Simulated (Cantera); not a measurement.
A closed system holds: 1 mol borazine, 4.7 mol H2O, 22 mol H2, held at 0.000390 bar.

Equilibrium computed with Cantera from the NASA thermochemical tables; the gas is ideal and each condensed phase is pure. Candidate condensed phases: B, BN, B2O3, B3O3H3, H2O; 39 gas species. The feed counts by its element totals alone. Equilibrium is a limit: real reactors are often held back by kinetics, nucleation or transport.

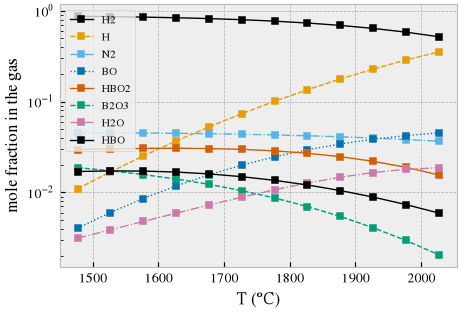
Fig. 1. Equilibrium gas composition (values under 1e-9 drawn at 1e-9)

Problem. Read off the mole fractions at 2027 °C.

Solution. H2 about 0.52, H about 0.35, BO about 0.045, N2 about 0.037, H2O about 0.019, HBO2 about 0.016, HBO about 0.0059, B2O3 about 0.0021.
